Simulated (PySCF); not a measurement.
## Electronic structure of C5H9NO2Si in real space

Input file:

```
{"job": {"kind": "nmr", "xc": "PBE0", "basis": "pcSseg-1"}, "charge": 0, "multiplicity": 1}
C      0.362532     1.253034    -1.015973
C      0.365156     0.073732    -0.399789
Si     1.895345    -0.790586     0.320188
N      3.225991     0.038561    -0.398255
C     -0.859238    -0.624188    -0.018860
O     -0.891062    -1.335296     0.960506
C     -2.104917    -0.436462    -0.891833
C     -2.950735     0.602575    -0.213606
O     -3.091295     1.729459    -0.597281
H      1.288863     1.767475    -1.211388
H     -0.539425     1.772602    -1.303235
H      2.008703    -0.545841     1.753574
H      1.774969    -2.222195     0.011378
H      4.149611    -0.159000    -0.051586
H      3.258955     0.143158    -1.399863
H     -2.646264    -1.382434    -0.905914
H     -1.834077    -0.120068    -1.897337
H     -3.421870     0.241795     0.718100
```

Command:

```sh
OMP_NUM_THREADS=1 python probes_run.py task.json out
```

Geometry: GFN2-xTB.

Theory: PySCF, PBE0/pcSseg-1, SCF density, gas phase, non-relativistic.

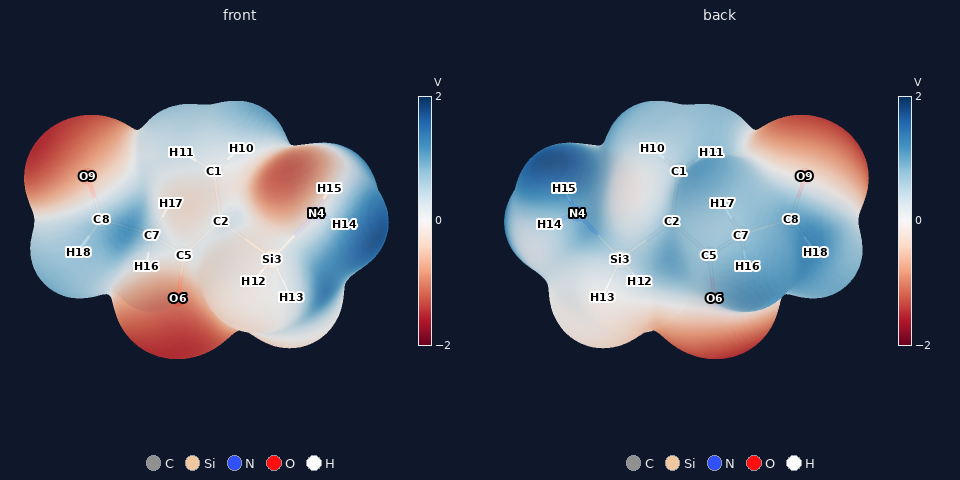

Figure 1. The electrostatic potential painted on the density surface at 0.002 e/bohr³, seen from the front and from behind; the colour scale runs from red (negative) to blue (positive).

Q: Which sites attract a positive test charge, and which a negative one?

A: A positive charge is drawn to the negative regions and a negative charge to the positive ones. The most negative region (about −1.5 V, or −35 kcal/mol for a unit charge) lies over O6 and O9, the most positive (about +1.7 V, or +39 kcal/mol for a unit charge) over H14 and H15.

Q: What dipole moment does the calculation give?

A: Its dipole moment is 3.00 D.

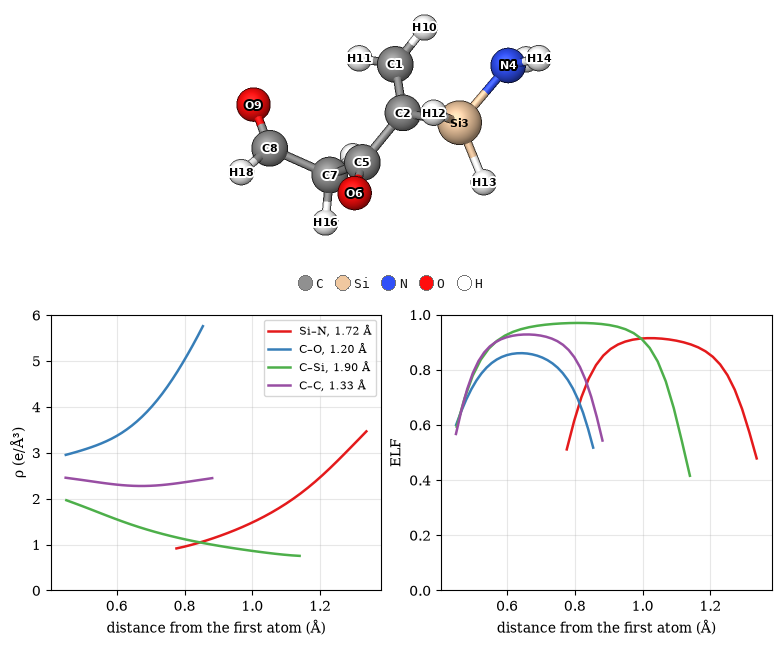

Figure 2. Total electron density and ELF along straight lines between neighbouring atoms. The curves leave out the atomic cores. The structure is drawn too.

Q: What can be read from the curves?

A: Si–N (1.72 Å): ρ at the midpoint is about 1.1 e/Å³; the ELF peaks at about 0.90 between the atoms (a shared but strongly polarised pair).
C–O (1.20 Å): ρ is about 3.4 e/Å³ halfway; the ELF peaks at about 0.85 between the atoms: a short, multiple covalent bond.
C–Si (1.90 Å): ρ is about 0.92 e/Å³ halfway; the ELF peaks at about 1 between the atoms; localised, covalent bonding.
C–C (1.33 Å): ρ at the midpoint is about 2.3 e/Å³; the ELF peaks at about 0.95 between the atoms; a short, multiple covalent bond.
